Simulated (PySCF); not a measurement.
Input file:

```
{"job": {"kind": "nmr", "xc": "PBE0", "basis": "pcSseg-1"}, "charge": 0, "multiplicity": 1}
C     -2.297767     1.262254     0.157735
C     -1.784891     0.041674     0.091666
C     -2.354595    -1.017394    -0.799805
C     -0.566860    -0.351537     0.860298
Si     0.989912    -0.148726    -0.204329
S      1.159714     1.881300    -0.906902
O      2.216988    -0.478339     0.791671
C      3.580537    -0.250508     0.577654
H     -3.161044     1.550565    -0.417827
H     -1.887218     2.016596     0.808086
H     -1.596117    -1.368217    -1.498084
H     -2.678759    -1.871786    -0.206467
H     -3.205728    -0.641987    -1.361624
H     -0.642058    -1.389881     1.177492
H     -0.469989     0.263031     1.755490
H      1.019458    -0.996661    -1.397693
H     -0.143122     2.091755    -1.014483
H      3.966166    -0.938269    -0.177324
H      3.750872     0.773640     0.240030
H      4.099351    -0.416831     1.521380
```

Command:

```sh
OMP_NUM_THREADS=1 python probes_run.py task.json out
```

Geometry: GFN2-xTB.

Level of theory: PBE0/pcSseg-1, SCF density, gas phase, non-relativistic (PySCF).

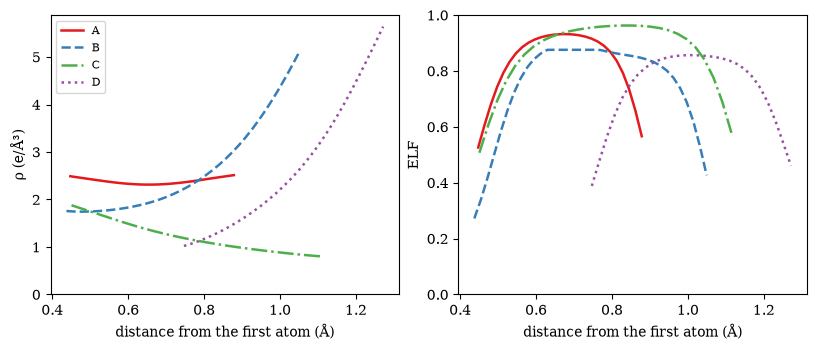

C5H12OSSi. Total electron density and ELF along straight lines between neighbouring atoms. The curves leave out the atomic cores.

> Which curve belongs to which contact (C–C, C–O, C–Si and Si–O)? The first atom named is at distance zero.

Curve A: C–C (1.33 Å): ρ at the midpoint is about 2.3 e/Å³; the ELF peaks at about 0.95 between the atoms (a short, multiple covalent bond). Curve B: C–O (1.40 Å): ρ is about 2.1 e/Å³ halfway, with its minimum of 1.7 e/Å³ about 0.5 Å from C; the ELF peaks at about 0.90 between the atoms; a shared but strongly polarised pair. Curve C: C–Si (1.90 Å): ρ at the midpoint is about 0.93 e/Å³; the ELF peaks at about 0.95 between the atoms: a shared electron pair. Curve D: Si–O (1.61 Å): the density is about 1.2 e/Å³ at the midpoint; the ELF peaks at about 0.85 between the atoms; a polar covalent bond.
